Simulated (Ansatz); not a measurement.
## Electronic structure of Al2Cl4F2 (SMILES [Cl][Al-]1([Cl])[F+][Al-]([Cl])([Cl])[F+]1) in real space

```yaml
atoms:
  - { symbol: Cl, position_ang: [-0.8797, -2.3010, 1.6674] }
  - { symbol: Al, position_ang: [0.3632, -1.2791, 0.3717] }
  - { symbol: Cl, position_ang: [2.1165, -2.0494, -0.4034] }
  - { symbol: F, position_ang: [0.5909, 0.4320, 0.9084] }
  - { symbol: Al, position_ang: [-0.3634, 1.2791, -0.3715] }
  - { symbol: Cl, position_ang: [-2.1163, 2.0513, 0.4026] }
  - { symbol: Cl, position_ang: [0.8807, 2.2991, -1.6676] }
  - { symbol: F, position_ang: [-0.5919, -0.4320, -0.9076] }
```

Geometry: PBE0-D4/def2-TZVP.

Level of theory: Ansatz, RKS PBE0-D4/def2-TZVPP.

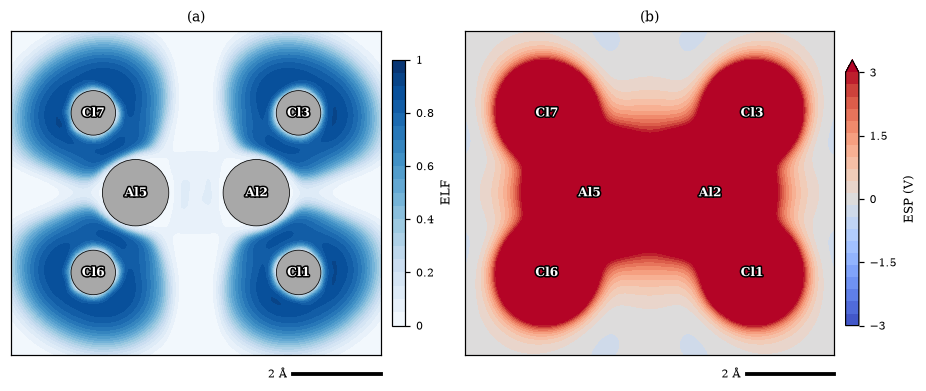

Figure 1. (a) electron localisation function; (b) molecular electrostatic potential on the plane of atoms Cl1, Al2 and Cl3. Grey discs cover the atomic cores in the ELF map.

Describe what can be read from this map.

The section cuts through Cl and Al sites. Al–Cl (2.07 Å): the ELF peaks at about 0.85 in the valence shell of Cl, 0.9 Å from its nucleus, and is about 0.80 at the midpoint. The ELF also peaks beside Cl6, Cl1, Cl7 and Cl3, away from the bonds: lone-pair regions. The potential has no marked negative region in this plane.

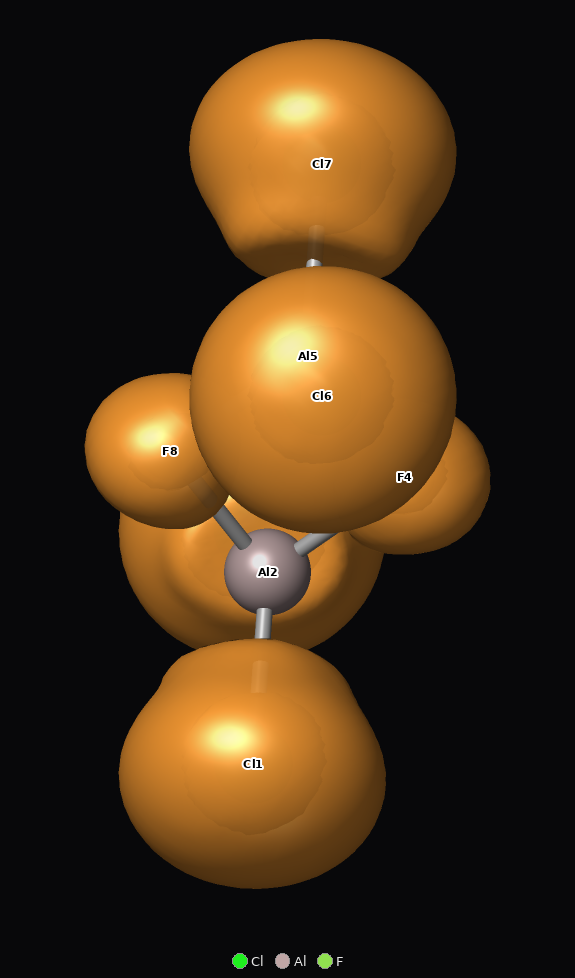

Figure 2. Isosurface of the electron localisation function at 0.75 (orange), seen at an oblique angle. Core shells and regions of very low density are left out.

What do the ELF domains correspond to?

The ELF exceeds this value in four regions on Cl in which the atom's valence shell and bonds are merged and two regions wrapped around F (the valence shell of each). Along the contacts the grid gives the following. Al–F (1.81 Å): the ELF peaks at about 0.85 in the valence shell of F, 0.6 Å from its nucleus, and is about 0.40 at the midpoint.

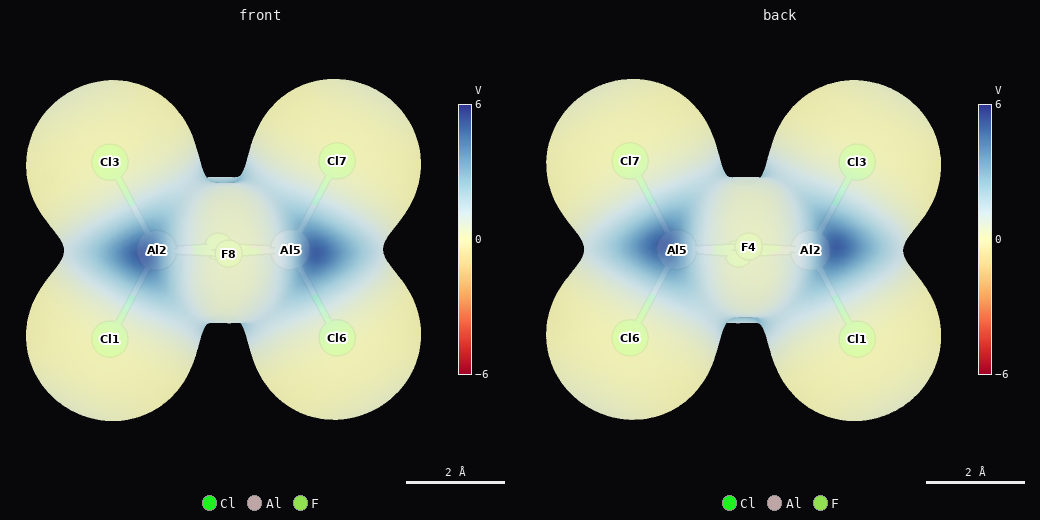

Figure 3. The molecular electrostatic potential painted on the density surface at 0.004 e/bohr³, seen from the front and from behind; red is negative and blue positive.

Where is the surface potential most negative and most positive?

The most negative region (about −0.1 V) lies over Cl1, Cl3, Cl6 and Cl7, the most positive (about +5.0 V) over Al2 and Al5. Cl1 shows a σ-hole: about +0.5 V at the tip opposite its bond, against about 0.0 V on its flanks. Cl3 shows a σ-hole: about +0.5 V at the tip opposite its bond, against about 0.0 V on its flanks. Cl6 shows a σ-hole: about +0.5 V at the tip opposite its bond, against about 0.0 V on its flanks. Cl7 shows a σ-hole: about +0.5 V at the tip opposite its bond, against about 0.0 V on its flanks.
